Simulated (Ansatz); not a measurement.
## Electronic structure of Si₃Ge₁₃ in real space

The calculation's input:

```
crystal:
  lattice:
    - [0.0010817937, 5.6223443528, -5.622434512]
    - [5.6234261464, 5.6234261464, 0.0]
    - [5.6233582562, 6.78902e-05, -5.6234484154]
  atoms:
    - { symbol: Si, position: [0.5000014571, 9.52164e-05, 0.4998081101] }
    - { symbol: Si, position: [0.504236624, 0.4985894496, 0.4985844768] }
    - { symbol: Ge, position: [-0.0014525411, 0.0044829428, 0.498430041] }
    - { symbol: Ge, position: [-0.0014525411, 0.4985395573, 0.498430041] }
    - { symbol: Ge, position: [0.4999055985, 6.46623e-05, 0.0001421244] }
    - { symbol: Ge, position: [0.4999055985, 0.4998876147, 0.0001421244] }
    - { symbol: Ge, position: [-9.9597e-05, 6.4218e-06, 8.67535e-05] }
    - { symbol: Ge, position: [-0.0014948686, 0.498480873, 0.0045331225] }
    - { symbol: Ge, position: [0.3780204787, 0.3719617869, 0.3780311549] }
    - { symbol: Ge, position: [0.3780204787, 0.8719865795, 0.3780311549] }
    - { symbol: Si, position: [0.8707128913, 0.3763504306, 0.3765862475] }
    - { symbol: Ge, position: [0.8704521834, 0.8764288827, 0.3766900513] }
    - { symbol: Ge, position: [0.3766141464, 0.3764684767, 0.8704489001] }
    - { symbol: Ge, position: [0.3766827298, 0.8764704512, 0.8703763678] }
    - { symbol: Ge, position: [0.8749736806, 0.3751555738, 0.8748396649] }
    - { symbol: Ge, position: [0.8749736806, 0.8750310807, 0.8748396649] }
basis:
  ecutwfc: 420
kpoints:
  mp_grid: { grid: [6, 6, 6] }
  band_path: { path: [[0.0, 0.0, 0.0], [-0.020833, 0.0, 0.020833]], npoints: 1 }
hamiltonian:
  xc: pbesol
scf:
  occupations: { method: gaussian, width: 0.01 }
  n_extra_bands: 22
output:
  eigenvalues: true
  write_density: true
  write_potential: true
  elf: true
  volumetric_format: npy
magnetization:
  noncollinear: true
  spin_orbit: true
```

Launched as:

```sh
ansatz run input.yaml --threads 4 --pin off --max-ram 10240MiB --backend cpu --events-out ev --progress --plain --runs-dir out
```

Below, planes, directions and counts refer to the conventional cell (a = 13.77 Å, b = 7.95 Å, c = 7.95 Å, α = 90.00°, β = 125.25°, γ = 90.00°).

Space group Cm; a generated structure, not necessarily the stable one.

All numbers below come from DFT PBEsol, spin-orbit coupling, plane waves, PAW in Ansatz.

The density is the valence pseudo-density of a PAW calculation; it isn't the true density close to the nuclei.

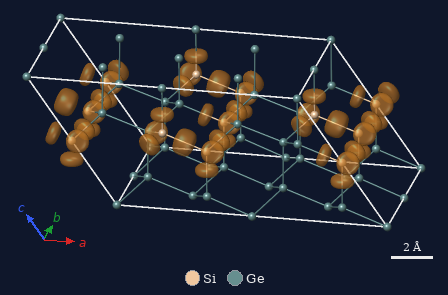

Figure 1. Isosurface of the electron localisation function at 0.8 (orange), seen at an oblique angle. Only the valence region is drawn (cores and ρ < 0.01 e/Å³ removed). Sticks mark near contacts.

**Identify the bonds, lone pairs and shells in this picture.**

At this value the surface marks out 20 regions between bonded Ge–Si atoms (shared pairs) and two regions between bonded Si–Si atoms (shared pairs), counted in one cell of 32 atoms. Regions shared between cells count once.


Si–Si (2.38 Å): the ELF peaks at about 0.95 between the atoms; a covalent bond. Si–Ge (2.40 Å): the ELF peaks at about 0.90 between the atoms; a covalent bond.

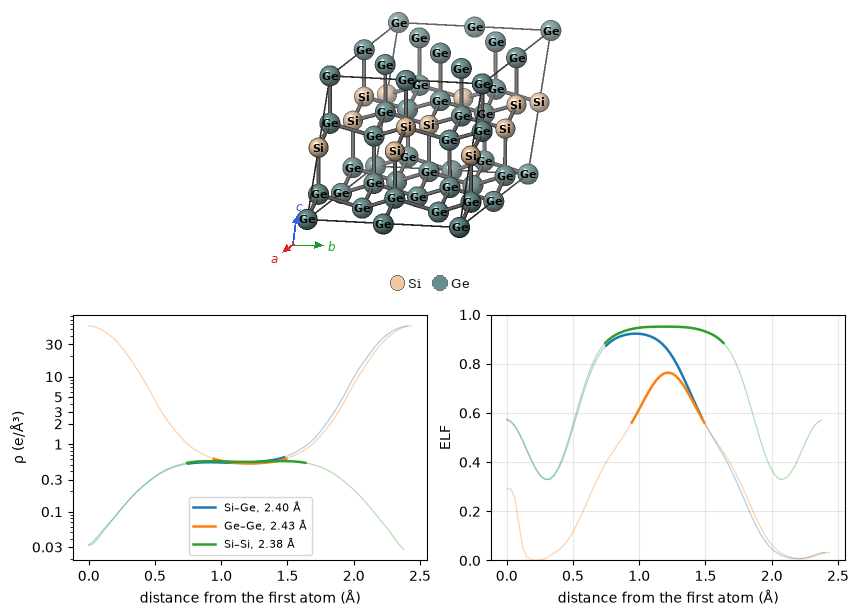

Figure 2. Valence electron density and electron localisation function along straight lines between neighbouring atoms. Thin, pale parts lie inside the atomic spheres. The structure is drawn too.

**Compare the contacts.**

Si–Ge (2.40 Å): the density is about 0.53 e/Å³ at the midpoint; the ELF peaks at about 0.90 between the atoms, as expected for localised, covalent bonding.
Ge–Ge (2.43 Å): the density is about 0.52 e/Å³ at the midpoint; the ELF peaks at about 0.75 between the atoms: localised, covalent bonding.
Si–Si (2.38 Å): the density is about 0.55 e/Å³ at the midpoint; the ELF peaks at about 0.95 between the atoms (a shared electron pair).
